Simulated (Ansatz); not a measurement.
Fields on a plane of ZrO2 (polar-ZrO2 type, space group Pca2_1)

```xyz
12
Lattice="5.2868 0.0000 0.0000 0.0000 5.0727 0.0000 0.0000 0.0000 5.0983" Properties=species:S:1:pos:R:3 pbc="T T T"
Zr     0.1616     1.3516     1.2685
Zr     5.1252     3.7210     3.8177
Zr     2.8050     3.7210     1.2685
Zr     2.4818     1.3516     3.8177
O      1.9341     0.3435     0.5461
O      3.3526     4.7292     3.0953
O      4.5775     4.7292     0.5461
O      0.7093     0.3435     3.0953
O      1.2128     2.7207     0.0003
O      4.0740     2.3520     2.5494
O      3.8561     2.3520     0.0003
O      1.4306     2.7207     2.5494
```

The slice is a (1 0 -1) plane (indices of the conventional cell) through the point (0.729, 0.464, 0.000) (fractional), spanned by u = [010] and v = [101] in vectors of this cell: u (5.07 Å) and v (7.34 Å, at 90° to u). It covers one period; positions are fractions (u, v).

Atoms on it: Zr at (0.80, 0.28), 0.2 Å off the plane; Zr at (0.80, 0.74); O at (0.47, 0.12), 0.1 Å off the plane; O at (0.00, 0.00); O at (0.07, 0.52), 0.2 Å off the plane. Other atoms lie within 1 Å of the plane.

These are r2SCAN (plane waves to 500 eV, PAW, scalar-relativistic; Ansatz, a first-principles code) values and carry that method's errors. k mesh 5×5×5. Near the nuclei the fields are pseudised (PAW); where an atom keeps semicore shells as valence, they peak there. ZrO2 is run without spin polarisation. ZrO2 was relaxed with its symmetry unable to fall.

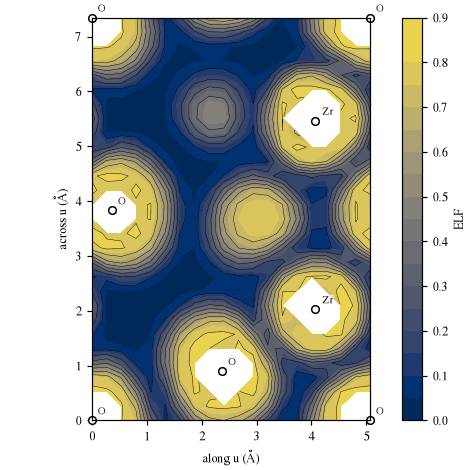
*Electron localisation function (ELF), one period of the plane, atoms marked. Points within 0.4 Å of a nucleus are left white, as the pseudised field means little there.*

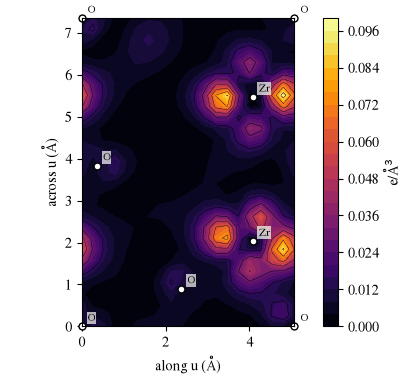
*Density of the lowest conduction band (whole band as if filled, smooth part) in e/Å³, one period of the plane, atoms marked. *

The density on the Zr–O line (2.13 Å) at its density minimum, 1.1 Å from Zr comes out as 0.63 e/Å³ and the ELF at that point is 0.3. Element round which the density of the highest valence band (whole band, smooth part) is largest on this plane: O. Element round which the density of the lowest conduction band (whole band as if filled, smooth part) is largest on this plane: Zr.
